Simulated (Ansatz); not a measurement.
## InSb, response to strain

The parent structure is InSb in the zinc blende structure (space group F-43m, No. 216; a = 6.635 Å).

Strains are applied to the cell and any free atomic positions relax.

Computed with DFT with PBE, PAW potentials and a 420 eV plane-wave cutoff in Ansatz (a quantum-chemistry and plane-wave program), no spin-orbit coupling.

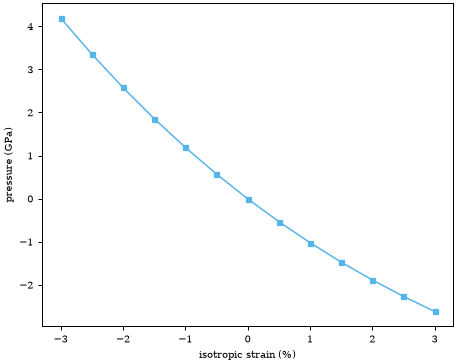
Figure: Pressure against isotropic strain

From the plot, what is the pressure for isotropic strain +3.00 %?

About -2.6 GPa.

Is the trend monotonic over the range shown?

Yes, it falls throughout, spanning -2.6 GPa to 4.2 GPa.

No phonon test of stability was made. All final runs are without spin polarisation.
